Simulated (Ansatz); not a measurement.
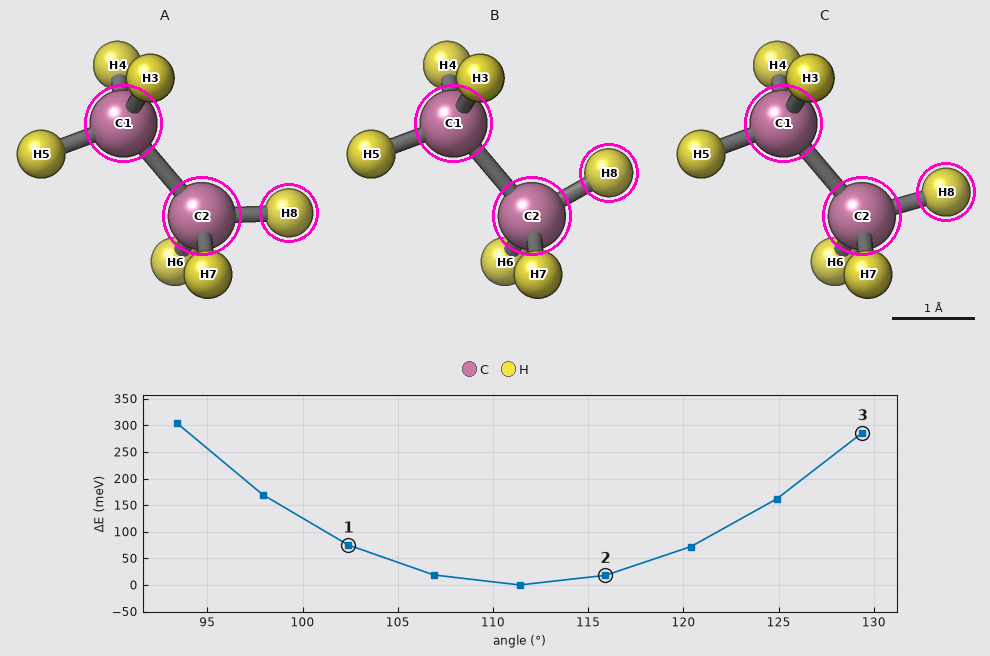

A scan of C2H6: the H8–C2–C1 angle is varied, with the rest of the molecule carried along rigidly. The frames are shuffled; the numbered points of the plot belong to them. Style: ball-and-stick. Shown onto the plane of the angle, with a slight tilt. The ringed atoms are those of the scanned coordinate.

Single-point energies from Ansatz with PBE0-D4 in the def2-TZVPP basis, on geometries moved rigidly from the minimum at PBE0-D4/def2-TZVP. Energies are counted from the PBE0-D4/def2-TZVP minimum geometry at the same level.

Question: Which frame belongs to which numbered point?

Answer: Point 1 is frame B (the angle 102.4°, 75 meV); 2 is frame C (the angle 115.9°, 18 meV); 3 is frame A (the angle 129.4°, 286 meV). Of the computed points the lowest is at the angle 111.4°, 0 meV. The curvature at the lowest point is about 6 eV/rad².
